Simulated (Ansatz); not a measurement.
Geometry relaxation of SiH₄O₂ (part 2 of 2)

SiH₄O₂; RKS B3LYP-D4/def2-SVP (Ansatz 0.2.0). It belongs to a series of runs on one base structure; here: start relaxed.

Geometry of the input (Å):
```
Si 0.0000  0.0000  0.0000
O  0.0000  0.0000  1.6800
H  -0.9095  -0.2814  2.0171
H  1.3768  0.0000  -0.4862
H  -0.6877  1.1914  -0.4862
O  -0.7913  -1.3709  -0.5594
H  -1.2459  -1.8365  0.2129
```

```
668 factors; integrals over basis functions are off by at most 6.0e-4 eV
mean field -12033.81151121 eV, -442.2344162265 hartree, gradient 1.6e-5 eV, S^2 0.000000; 1 other end points of the search recorded, 0 dependent functions left out
the calculation of the forces begins
reference -12033.81171440 eV, -442.2344236938 hartree; 17, 17 occupied and 49, 49 virtual orbitals, 668 factors
Total energy: -12033.96302761 eV, -442.2399843514 hartree
Atom 0 at    -0.109963    -0.046006     0.076035 Å, force    -0.002452    -0.002179     0.000137 eV/Å
Atom 1 at     0.000317    -0.011403     1.736982 Å, force    -0.002552    -0.001777    -0.003785 eV/Å
Atom 2 at    -0.801102     0.216802     2.223516 Å, force     0.001905     0.000376    -0.000185 eV/Å
Atom 3 at     1.292949    -0.235682    -0.375087 Å, force     0.001013    -0.000105     0.001225 eV/Å
Atom 4 at    -0.717743     1.199571    -0.459482 Å, force    -0.001041     0.000036    -0.000795 eV/Å
Atom 5 at    -1.105578    -1.256161    -0.486664 Å, force     0.004002     0.002974     0.005000 eV/Å
Atom 6 at    -0.816481    -2.164520    -0.337100 Å, force    -0.000876     0.000676    -0.001597 eV/Å
Dipole moment:    -0.108014    -0.143390     0.134295 e Å
```

## Trajectory as extended XYZ (Å, eV, eV/Å), 12 frames, from step=1 to step=12
```
7
Properties=species:S:1:pos:R:3:forces:R:3 step=1 energy=-12033.64716
Si    0.0000    0.0000    0.0000   -0.1608  -0.3463   0.2105
O     0.0000    0.0000    1.6800   -1.7554  -0.7665   0.3384
H    -0.9095   -0.2814    2.0171    1.7758   0.7158  -0.3626
H     1.3768    0.0000   -0.4862    0.4643  -0.0207  -0.0054
H    -0.6877    1.1914   -0.4862   -0.3224   0.4687  -0.2526
O    -0.7913   -1.3709   -0.5594   -0.8273  -0.7211   1.7504
H    -1.2459   -1.8365    0.2129    0.8257   0.6701  -1.6787
7
Properties=species:S:1:pos:R:3:forces:R:3 step=2 energy=-12033.78254
Si   -0.0212   -0.0101    0.0064    0.0901  -0.2523   0.0470
O     0.0184   -0.0445    1.6859   -1.2429  -0.2775   0.0748
H    -0.8917   -0.1640    2.0599    1.1343   0.2856  -0.2025
H     1.3801   -0.0194   -0.4592    0.1167   0.0398   0.0243
H    -0.7188    1.2041   -0.4778   -0.1130   0.1052  -0.0634
O    -0.8081   -1.3723   -0.5806   -0.2661  -0.0985   0.7900
H    -1.2164   -1.8913    0.1435    0.2809   0.1977  -0.6703
7
Properties=species:S:1:pos:R:3:forces:R:3 step=3 energy=-12033.83919
Si   -0.0281   -0.0254    0.0107    0.0313  -0.0928   0.0266
O     0.0193   -0.0727    1.6871   -0.5224  -0.0902  -0.1427
H    -0.8649   -0.0698    2.0950    0.4223   0.1030  -0.0047
H     1.3878   -0.0217   -0.4357   -0.0506   0.0049   0.0184
H    -0.7411    1.1968   -0.4667    0.0272  -0.0441   0.0001
O    -0.8288   -1.3673   -0.5964    0.1063   0.3084   0.1219
H    -1.2018   -1.9373    0.0842   -0.0140  -0.1892  -0.0197
7
Properties=species:S:1:pos:R:3:forces:R:3 step=4 energy=-12033.87015
Si   -0.0440   -0.0355    0.0187    0.0310  -0.0540  -0.0026
O     0.0101   -0.1078    1.6886   -0.5727   0.0587   0.0942
H    -0.8404    0.0459    2.1412    0.4925  -0.0348  -0.1729
H     1.3726   -0.0371   -0.4206   -0.0079  -0.0068   0.0066
H    -0.7417    1.1983   -0.4507    0.0185  -0.0427   0.0187
O    -0.8582   -1.3470   -0.6198   -0.1496  -0.1155   0.3449
H    -1.1561   -2.0142    0.0208    0.1882   0.1951  -0.2889
7
Properties=species:S:1:pos:R:3:forces:R:3 step=5 energy=-12033.88439
Si   -0.0447   -0.0346    0.0161   -0.0344   0.0153   0.0049
O    -0.0088   -0.1248    1.6788   -0.1716   0.0617   0.1799
H    -0.8405    0.0643    2.1378    0.2044  -0.0031  -0.0605
H     1.3713   -0.0526   -0.4239    0.0051   0.0003   0.0198
H    -0.7373    1.2037   -0.4412    0.0394  -0.0068  -0.0350
O    -0.8867   -1.3268   -0.6063   -0.1188   0.0219  -0.0946
H    -1.1110   -2.0266    0.0168    0.0759  -0.0894  -0.0146
7
Properties=species:S:1:pos:R:3:forces:R:3 step=6 energy=-12033.92822
Si   -0.0839   -0.0338    0.0292    0.1011   0.0559   0.0306
O    -0.0210   -0.1038    1.6940    0.1729  -0.0053  -0.1231
H    -0.8203    0.1141    2.1806   -0.1710   0.0536   0.0909
H     1.3379   -0.1244   -0.3994   -0.0476  -0.0243   0.0301
H    -0.7096    1.2237   -0.4650   -0.0137  -0.0468  -0.0088
O    -1.0109   -1.2747   -0.5841   -0.0554  -0.1107   0.1829
H    -0.9498   -2.0985   -0.0772    0.0137   0.0777  -0.2027
7
Properties=species:S:1:pos:R:3:forces:R:3 step=7 energy=-12033.78852 accepted=F
Si   -0.1113   -0.0351    0.0463   -0.0072   0.1047   0.0425
O    -0.0245   -0.0761    1.7111    0.0643   0.0571  -0.0603
H    -0.8053    0.1740    2.2185   -0.0442  -0.0042  -0.0408
H     1.3109   -0.1961   -0.3776   -0.1414  -0.0582   0.0017
H    -0.6968    1.2307   -0.4783    0.0103  -0.0429   0.0489
O    -1.1225   -1.2278   -0.5485    1.1902  -2.8628   1.1977
H    -0.8080   -2.1670   -0.1934   -1.0721   2.8064  -1.1897
7
Properties=species:S:1:pos:R:3:forces:R:3 step=8 energy=-12033.94787
Si   -0.0884   -0.0320    0.0451   -0.0092   0.0138  -0.0164
O    -0.0087   -0.0631    1.7086   -0.0119   0.0397   0.0280
H    -0.8196    0.1268    2.1969    0.0280   0.0030  -0.0330
H     1.3274   -0.1587   -0.3900   -0.0206  -0.0236   0.0234
H    -0.7095    1.2150   -0.4780    0.0094  -0.0257   0.0120
O    -1.0531   -1.2550   -0.5464    0.0013  -0.1478   0.1370
H    -0.9057   -2.1305   -0.1580    0.0030   0.1407  -0.1509
7
Properties=species:S:1:pos:R:3:forces:R:3 step=9 energy=-12033.95907
Si   -0.0979   -0.0356    0.0596   -0.0164  -0.0170   0.0180
O    -0.0016   -0.0322    1.7224   -0.0077   0.0261   0.0041
H    -0.8124    0.1600    2.2096    0.0138   0.0047  -0.0139
H     1.3121   -0.1956   -0.3803   -0.0040  -0.0152   0.0012
H    -0.7120    1.2073   -0.4759    0.0029  -0.0003   0.0069
O    -1.0842   -1.2496   -0.5124    0.0122  -0.0786   0.0448
H    -0.8616   -2.1517   -0.2448   -0.0009   0.0803  -0.0612
7
Properties=species:S:1:pos:R:3:forces:R:3 step=10 energy=-12033.96239
Si   -0.1057   -0.0410    0.0706    0.0028   0.0043  -0.0042
O     0.0015   -0.0130    1.7316   -0.0011   0.0036   0.0089
H    -0.8078    0.1887    2.2167    0.0021   0.0078   0.0060
H     1.2991   -0.2245   -0.3775   -0.0028  -0.0035   0.0000
H    -0.7140    1.2032   -0.4679    0.0000  -0.0011   0.0018
O    -1.1016   -1.2517   -0.4895   -0.0030  -0.0066  -0.0002
H    -0.8291   -2.1590   -0.3058    0.0019  -0.0046  -0.0124
7
Properties=species:S:1:pos:R:3:forces:R:3 step=11 energy=-12033.96265
Si   -0.1092   -0.0447    0.0759    0.0038   0.0040  -0.0053
O     0.0019   -0.0092    1.7366   -0.0298   0.0070   0.0156
H    -0.8036    0.2100    2.2218    0.0283  -0.0039  -0.0098
H     1.2936   -0.2350   -0.3757   -0.0007  -0.0020   0.0008
H    -0.7163    1.2000   -0.4623   -0.0012   0.0027   0.0030
O    -1.1073   -1.2541   -0.4834    0.0346  -0.1122   0.0130
H    -0.8167   -2.1644   -0.3347   -0.0350   0.1044  -0.0174
7
Properties=species:S:1:pos:R:3:forces:R:3 step=12 energy=-12033.96282
Si   -0.1100   -0.0460    0.0760   -0.0025  -0.0022   0.0001
O     0.0003   -0.0114    1.7370   -0.0026  -0.0018  -0.0038
H    -0.8011    0.2168    2.2235    0.0019   0.0004  -0.0002
H     1.2929   -0.2357   -0.3751    0.0010  -0.0001   0.0012
H    -0.7177    1.1996   -0.4595   -0.0010   0.0000  -0.0008
O    -1.1056   -1.2562   -0.4867    0.0040   0.0030   0.0050
H    -0.8165   -2.1645   -0.3371   -0.0009   0.0007  -0.0016
```

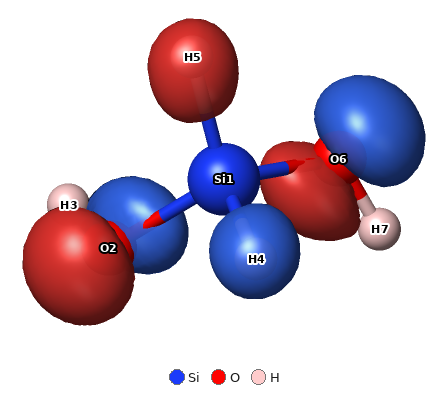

One frontier orbital at ±0.2 Å⁻³ᐟ² (red and blue are the two phases), seen from the side. The HOMO−1, at −8.72 eV. Its weight (Hirshfeld) is mainly on O2 (35 %), O6 (35 %) and Si1 (15 %).

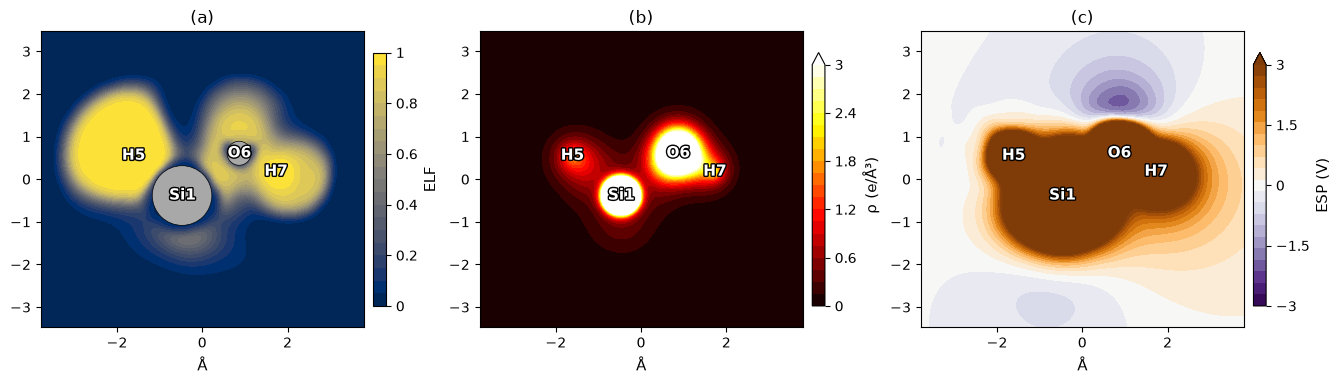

(a) electron localisation function; (b) total electron density; (c) molecular electrostatic potential on the plane of atoms Si1, O6 and H7. Grey discs, where drawn, cover atomic cores. The section cuts through Si, H and O sites. Si–O (1.67 Å): ρ at the midpoint is about 1.1 e/Å³; the ELF peaks at about 0.90 between the atoms, which marks a shared but strongly polarised pair. Si–H (1.49 Å): ρ at the midpoint is about 0.78 e/Å³; the ELF climbs to about 1 towards the hydrogen.

## Summary

```tsv
quantity	value
outcome	converged
total energy	−12033.9630 eV
mean-field energy	−12033.8117 eV
largest force (length of the vector) at the end	0.007 eV/Å
wall time	10 s (CPU time 19 s)
peak memory	0.12 GiB
```
